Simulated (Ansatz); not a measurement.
**AlBrH₂···H₂: density, localisation and related maps**

The calculation's input:

```
crystal:
  periodic: [false, false, false]
  atoms:
    - {symbol: Al, position_ang: [-0.631843, -0.320356, -0.136385]}
    - {symbol: H, position_ang: [1.613433, -0.069958, 0.265736]}
    - {symbol: H, position_ang: [-0.257029, -0.911580, -1.548634]}
    - {symbol: H, position_ang: [-0.718993, -1.166439, 1.190652]}
    - {symbol: H, position_ang: [1.384421, 0.649575, 0.293866]}
    - {symbol: Br, position_ang: [-1.389990, 1.818759, -0.065234]}
basis:
  gaussian: {orbitals: def2-TZVPP}
hamiltonian: {xc: pbe0, dispersion: d4}
output: {orbitals: {seedname: orbitals}}
```

Command:

```sh
ansatz run in.yaml --threads 2 --pin off --events-out ev --progress --plain --max-ram 4352MiB
```

The product side of a reaction path; geometry: PBE0-D4/def2-TZVP.

Computed with Ansatz 0.2.0, RKS PBE0-D4/def2-TZVPP.

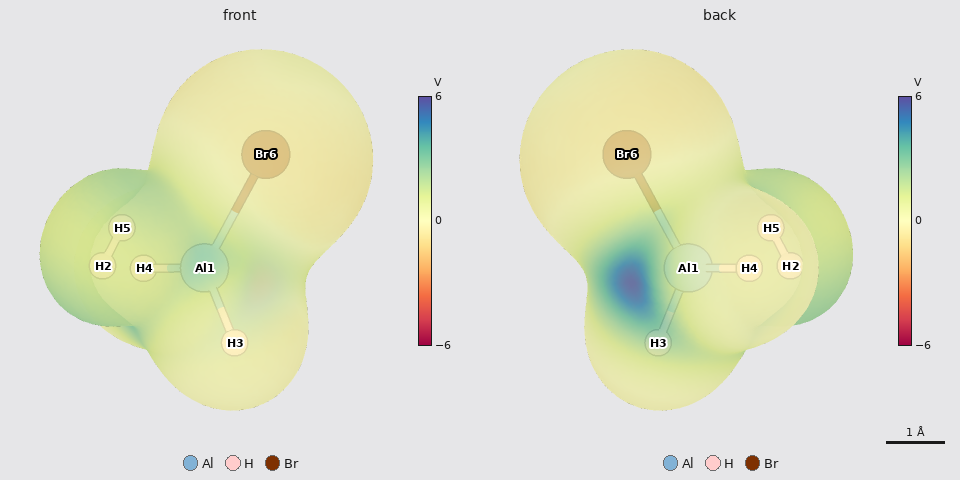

Figure 1. The electrostatic potential painted on the density surface at 0.004 e/bohr³, seen from the front and from behind; the colour scale runs from red (negative) to blue (positive).

Question: Where is the surface potential most negative and most positive?

Answer: The most negative region (about −0.5 V) lies over Br6, the most positive (about +5.2 V) over Al1. Br6 shows a σ-hole: about +0.2 V at the tip opposite its bond, against about −0.3 V on its flanks.

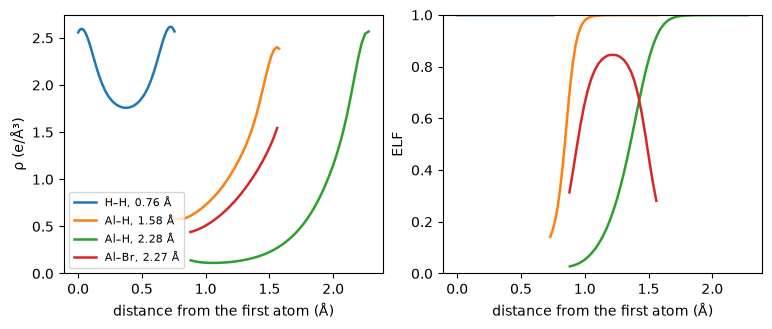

Figure 2. Total electron density and electron localisation function along straight lines between neighbouring atoms. The curves leave out the atomic cores.

Question: Compare the contacts.

Answer: H–H (0.76 Å): the density is about 1.8 e/Å³ at the midpoint; the ELF peaks at about 1 between the atoms.
Al–H (1.58 Å): ρ is about 0.58 e/Å³ halfway; the ELF climbs to about 1 towards the hydrogen.
Al1···H5 (2.28 Å): the density falls to about 0.11 e/Å³ on the way; the ELF climbs to about 1 towards the hydrogen.
Al–Br (2.27 Å): ρ is about 0.64 e/Å³ halfway; the ELF peaks at about 0.85 in the valence shell of Br, 1.1 Å from its nucleus, and is about 0.85 at the midpoint.

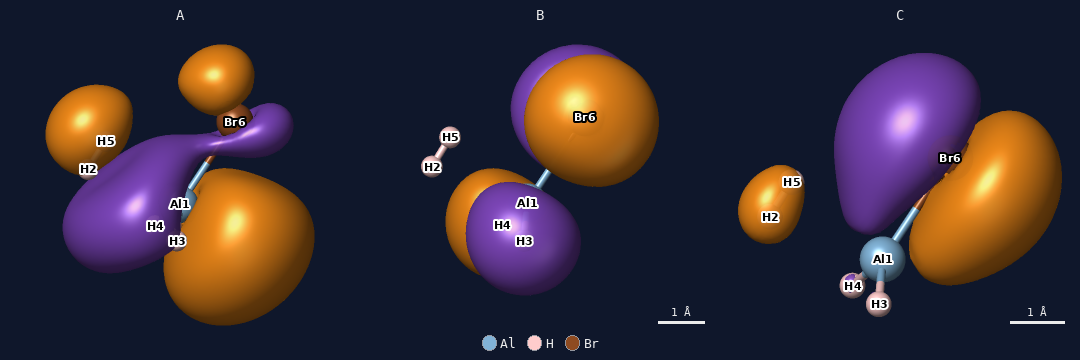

Figure 3. Three frontier orbitals at ±0.06 Å⁻³ᐟ² (orange and purple are the two phases), in no order.

Question: Which picture is the HOMO−1, the HOMO and the LUMO?

Answer: C is the HOMO−1 (−8.64 eV). Its weight (Hirshfeld) is mainly on Br6 (about 90 %); largely a lone pair of Br6. B is the HOMO (−8.13 eV). By Hirshfeld shares it lies mainly on Br6 (about 60 %), Al1 (about 15 %), H4 (about 10 %) and H3 (about 10 %). A is the LUMO (−0.96 eV). It lies mainly on Al1 (about 65 %) and Br6 (about 10 %).

Question: What is the HOMO–LUMO gap?

Answer: 7.17 eV between the orbital energies.
